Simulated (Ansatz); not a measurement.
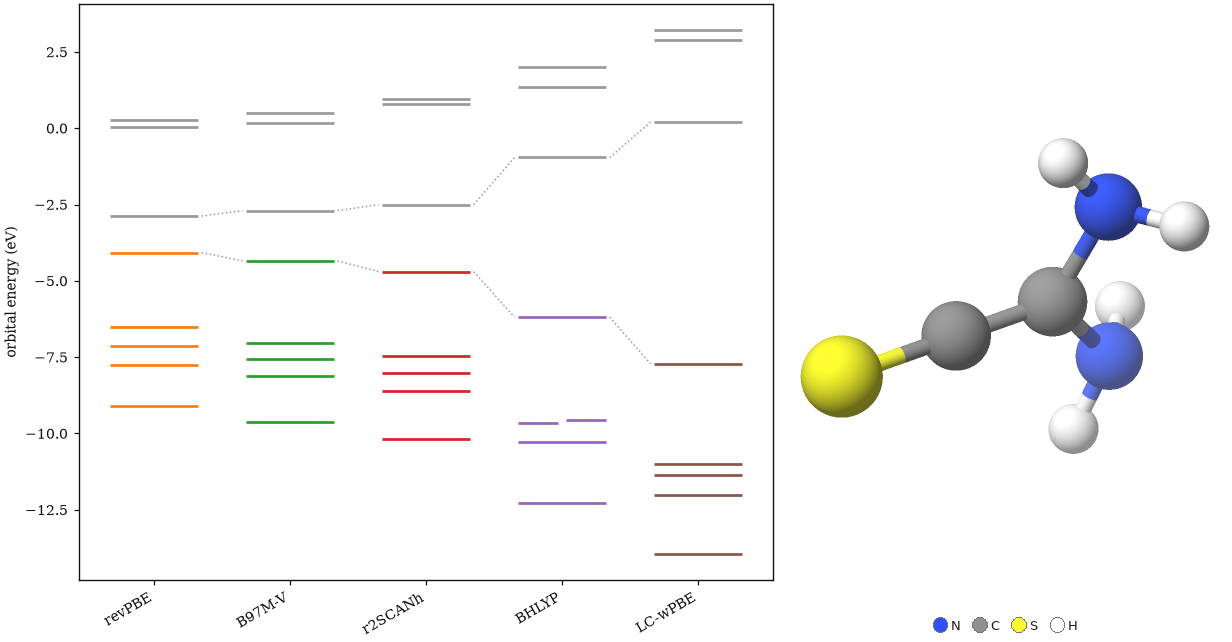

Frontier orbital energies of C₂H₄N₂S, SMILES NC(N)=C=S at one geometry, def2-TZVPP, the Ansatz code, at a PBE0-D4/def2-TZVP geometry (a minimum by its frequencies). Empty levels are grey, levels within 0.1 eV stand side by side; all columns show the same few orbitals around the gap. Dotted lines join the HOMOs and the LUMOs.

**How do the frontier levels move from column to column?**

The separation grows from 1.19 eV (revPBE) to 7.91 eV (LC-wPBE).

```csv
level,HOMO (eV),LUMO (eV),separation (eV)
revPBE,−4.07,−2.88,1.19
B97M-V,−4.35,−2.70,1.65
r2SCANh,−4.70,−2.50,2.19
BHLYP,−6.19,−0.96,5.23
LC-wPBE,−7.72,0.20,7.91
```

Limits of at least one run: empty levels above zero depend strongly on the basis.
